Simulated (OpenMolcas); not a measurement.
**Single-point calculation of CuHO (part 1 of 2)**

The run: single-point calculation of CuHO. Method and program: CASPT2/ANO-RCC-VDZP, DKH2 (OpenMolcas 26.06).

The atoms were displaced at random from an optimised geometry.

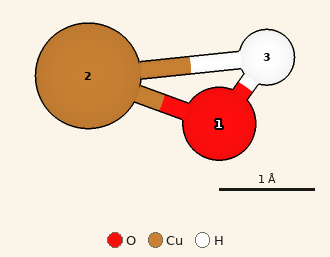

Fig. 1: The input geometry (ball-and-stick view, seen on its broad side; atoms are numbered from 1 in the order of the input). Sticks mark near contacts.

## Input file
```
>>> EXPORT MOLCAS_PRINT=2

&gateway
  coord
  3
  angstrom
  O       -0.258651      -0.388049      -0.196840
  Cu       0.939974       0.089065       0.525201
  H       -0.782464       0.292266      -0.249044
  basis=ANO-RCC-VDZP
  group=NoSym

&seward

&rasscf
  fileorb=$CurrDir/step2.RasOrb
  spin=1
  nactel=4 0 0
  inactive=17
  ras2=5
  orblisting=Nothing

&caspt2
  ipea=0.25
  shift=0.3
```

Command:
```bash
export MOLCAS_MEM=1860
pymolcas step6.input > step6.log
```

## Log
```
--- Start Module: gateway ---

                                              &GATEWAY

                       available to each process: 1.9 GB of memory, 1 thread

++    Symmetry information:
      ---------------------

                    Character Table for C1

                             E
                    a        1  x, y, xy, Rz, z, xz, Ry, yz, Rx, I
--

++    Basis set information:
      ----------------------

      Basis set label: O.ANO-RCC...3S2P1D.

      Electronic valence basis set:
      ------------------
      Associated Effective Charge   8.000000 au
      Associated Actual Charge      8.000000 au
      Nuclear Model: Point charge

      Shell  nPrim  nBasis  Cartesian Spherical Contaminant
         s      14       3        X
         p       9       2        X
         d       4       1                 X

      Basis set label: CU.ANO-RCC...5S4P2D1F.

      Electronic valence basis set:
      ------------------
      Associated Effective Charge  29.000000 au
      Associated Actual Charge     29.000000 au
      Nuclear Model: Point charge

      Shell  nPrim  nBasis  Cartesian Spherical Contaminant
         s      21       5        X
         p      15       4        X
         d      10       2                 X
         f       6       1                 X

      Basis set label: H.ANO-RCC...2S1P.

      Electronic valence basis set:
      ------------------
      Associated Effective Charge   1.000000 au
      Associated Actual Charge      1.000000 au
      Nuclear Model: Point charge

      Shell  nPrim  nBasis  Cartesian Spherical Contaminant
         s       8       2        X
         p       4       1        X
--

++    Molecular structure info:
      -------------------------

                    ************************************************
                    **** Cartesian Coordinates / bohr, angstrom ****
                    ************************************************

     Center  Label                x              y              z                     x              y              z
        1      O1              -0.488780      -0.733306      -0.371974             -0.258651      -0.388049      -0.196840
        2      CU2              1.776293       0.168308       0.992486              0.939974       0.089065       0.525201
        3      H3              -1.478643       0.552303      -0.470625             -0.782464       0.292266      -0.249044

                    ***************************************
                    *    InterNuclear Distances / bohr    *
                    ***************************************

               1 O1            2 CU2           3 H3
    1 O1       0.000000
    2 CU2      2.793782        0.000000
    3 H3       1.625531        3.589255        0.000000

                    *******************************************
                    *    InterNuclear Distances / angstrom    *
                    *******************************************

               1 O1            2 CU2           3 H3
    1 O1       0.000000
    2 CU2      1.478406        0.000000
    3 H3       0.860194        1.899352        0.000000

                    **************************************
                    *    Valence Bond Angles / degree    *
                    **************************************
                          Atom centers                 Phi
                      2 CU2      1 O1       3 H3       105.55
--

            Nuclear Potential Energy             96.04270694 au

--- Stop Module: gateway /rc=_RC_ALL_IS_WELL_ ---

--- Start Module: seward ---

                                              &SEWARD

                       available to each process: 1.9 GB of memory, 1 thread

               SEWARD will generate:
                  Multipole Moment integrals up to order  2
                  Kinetic Energy integrals
                  Nuclear Attraction integrals (point charge)
                  One-Electron Hamiltonian integrals
                  Velocity integrals
                  Relativistic Douglas-Kroll-Hess integrals:
                    - Parametrization         : EXP
                    - DKH order of Hamiltonian: 2
                    - DKH order of Properties : 0
                         - multipole moment operators
                         - electric potential operators
                         - contact operators
                  Orbital angular momentum around (  1.2820  -0.0073   0.7010 )
                  Velocity quadrupole around (  1.2820  -0.0073   0.7010 )
                  Atomic mean-field integrals
                  Two-Electron Repulsion integrals

                   Integrals are discarded if absolute value <: 1.00E-14
                   Integral cutoff threshold is set to       <: 1.00E-16

            Nuclear Potential Energy             96.04270694 au

      Basis set specifications :
      Symmetry species         a
      Basis functions           53

--- Stop Module: seward /rc=_RC_ALL_IS_WELL_ ---
--- Module seward spent 3 seconds ---

--- Start Module: rasscf ---

                                              &RASSCF

                       available to each process: 1.9 GB of memory, 1 thread

      Header of the ONEINT file:
      --------------------------

      OrdInt status: non-squared

      Cartesian coordinates in angstrom:
      -----------------------------------------------------
      No.  Label        X            Y            Z
      -----------------------------------------------------
       1   O1        -0.25865100  -0.38804900  -0.19684000
       2   CU2        0.93997400   0.08906500   0.52520100
       3   H3        -0.78246400   0.29226600  -0.24904400
      -----------------------------------------------------
      Nuclear repulsion energy =   96.04270694

++    Wave function specifications:
      -----------------------------

      Number of closed shell electrons          34
      Number of electrons in active shells       4
      Max number of holes in RAS1 space          0
      Max nr of electrons in RAS3 space          0
      Number of inactive orbitals               17
      Number of active orbitals                  5
      Number of secondary orbitals              31
      Spin quantum number                      0.0
      State symmetry                             1
--

++    Orbital specifications:
      -----------------------

      Symmetry species                           1
                                                 a
      Frozen orbitals                            0
      Inactive orbitals                         17
      Active orbitals                            5
      RAS1 orbitals                              0
      RAS2 orbitals                              5
      RAS3 orbitals                              0
      Secondary orbitals                        31
      Deleted orbitals                           0
      Number of basis functions                 53
--

++    CI expansion specifications:
      ----------------------------

      Number of CSFs                            50
      Number of spin combinations               55
      Number of determinants                   100
      Number of root(s) required                 1
      Root chosen for geometry opt.              1
      CI root used                               1

      highest root included in the CI            1
      max. size of the explicit Hamiltonian     50
--

++    Optimization specifications:
      ----------------------------

      RASSCF algorithm: Conventional
      Maximum number of macro iterations       200
      Maximum number of SX iterations          100
      Threshold for RASSCF energy            1.000E-08
      Threshold for max MO rotation          1.000E-01
      Threshold for max BLB element          1.000E-04
      Level shift parameter                  5.000E-01
      Make Quasi-Newton update
--

      The MO-coefficients are taken from the file:
      step2.RasOrb
      Title: RASSCF average (pseudo-natural) orbitals

      Total molecular charge    0.00

      ************************************************************************************************************************
      *                                            Wave function control section                                             *
      ************************************************************************************************************************

                                         RASSCF iterations: Energy and convergence statistics
                                         ----------------------------------------------------

          iter iter root      energy       change     param      element    value   shift minimum  type update hh:mm:ss
 Nr of preliminary CI iterations:   1
      Total energies have been shifted. Add                -1000.00 au
        1   1   14    1  -728.57792555    0.00E+00  -5.46E-02   17  20 1  9.66E-02*  0.00   0.00    SX    NO    0:00:00
        2   1   12    1  -728.59481886   -1.69E-02* -3.98E-02   15  35 1  5.92E-02*  0.00   0.00    SX    NO    0:00:00
        3   1   15    1  -728.59571655   -8.98E-04* -3.43E-02   15  35 1 -6.35E-02*  0.00   0.00    SX    NO    0:00:00
        4   1   24    1  -728.59332012    2.40E-03* -3.15E-02   15  35 1  1.05E-01*  0.00   0.00    SX    NO    0:00:00
        5   1   14    1  -728.58694966    6.37E-03* -3.06E-02   15  35 1 -1.37E-01*  0.00   0.42    SX   YES    0:00:00
        6   1   10    1  -728.59802351   -1.11E-02* -1.34E-02   15  35 1  7.12E-02*  0.00   0.68    QN   YES    0:00:00
        7   1   10    1  -728.60147896   -3.46E-03* -1.11E-02   15  35 1  6.11E-03*  0.00   1.10    QN   YES    0:00:00
        8   1   10    1  -728.60168888   -2.10E-04* -2.22E-02   17  20 1  5.15E-03*  0.00   1.92    QN   YES    0:00:00
        9   1   10    1  -728.60191770   -2.29E-04* -1.09E-02   10  43 1  4.21E-03*  0.00   1.52    LS   YES    0:00:00
       10   1   10    1  -728.60193458   -1.69E-05*  5.35E-03   15  35 1 -6.58E-03*  0.00   0.76    QN   YES    0:00:00
       11   1    9    1  -728.60197796   -4.34E-05*  7.93E-03   15  35 1 -2.19E-03*  0.00   1.42    QN   YES    0:00:00
       12   1    9    1  -728.60199199   -1.40E-05*  9.02E-03   17  20 1 -6.81E-04*  0.00   1.30    QN   YES    0:00:00
       13   1    9    1  -728.60200014   -8.15E-06*  2.30E-02   15  35 1  1.30E-03*  0.00   2.30    QN   YES    0:00:00
       14   1    9    1  -728.60201388   -1.37E-05* -1.37E-02   15  35 1  1.64E-03*  0.00   1.46    QN   YES    0:00:00
       15   1    9    1  -728.60201933   -5.45E-06* -6.64E-03   15  35 1  7.56E-04*  0.00   1.53    QN   YES    0:00:00
       16   1    8    1  -728.60202138   -2.05E-06*  2.30E-03   16  20 1  3.28E-04*  0.00   1.49    QN   YES    0:00:00
       17   1    8    1  -728.60202226   -8.83E-07* -1.77E-03   15  35 1 -2.80E-04*  0.00   1.51    QN   YES    0:00:00
       18   1    8    1  -728.60202272   -4.64E-07*  2.19E-03   15  35 1 -2.51E-04*  0.00   1.72    QN   YES    0:00:00
       19   1    8    1  -728.60202303   -3.02E-07*  2.94E-03   16  20 1 -9.53E-05   0.00   1.80    QN   YES    0:00:00
       20   1    7    1  -728.60202328   -2.57E-07*  4.42E-03   16  20 1 -1.28E-04*  0.00   1.88    QN   YES    0:00:00
       21   1    8    1  -728.60202356   -2.81E-07*  6.08E-03   15  35 1  2.11E-04*  0.00   1.82    QN   YES    0:00:00
       22   1    8    1  -728.60202386   -2.99E-07*  7.07E-03   15  35 1  2.23E-04*  0.00   1.85    QN   YES    0:00:00
       23   1    7    1  -728.60202414   -2.74E-07*  6.49E-03   15  35 1  1.18E-04*  0.00   1.78    QN   YES    0:00:00
       24   1    7    1  -728.60202435   -2.16E-07*  6.78E-03   16  20 1  4.33E-05   0.00   1.84    QN   YES    0:00:00
       25   1    7    1  -728.60202456   -2.08E-07*  8.81E-03   15  35 1 -1.31E-04*  0.00   1.88    QN   YES    0:00:00
       26   1    8    1  -728.60202481   -2.46E-07*  1.15E-02   15  35 1 -1.82E-04*  0.00   1.89    QN   YES    0:00:00
       27   1    8    1  -728.60202509   -2.83E-07*  1.06E-02   15  35 1 -1.52E-04*  0.00   1.82    QN   YES    0:00:00
       28   1    7    1  -728.60202532   -2.26E-07*  4.51E-03   18  25 1  6.69E-05   0.00   1.58    QN   YES    0:00:00
       29   1    7    1  -728.60202541   -9.47E-08*  2.29E-04   18  25 1  3.03E-05   0.00   1.35    QN   YES    0:00:00
       30   1    6    1  -728.60202543   -1.99E-08* -3.74E-04   10  43 1 -2.25E-05   0.00   1.26    QN   YES    0:00:00
       31   1    5    1  -728.60202543   -3.43E-09  -1.24E-04   10  43 1 -7.85E-06   0.00   1.44    QN   YES    0:00:00
      Convergence after 31 iterations
       32   1    5    1  -728.60202544   -1.89E-09  -1.24E-04   18  25 1 -4.66E-06   0.00   1.44    QN   YES    0:00:00
```
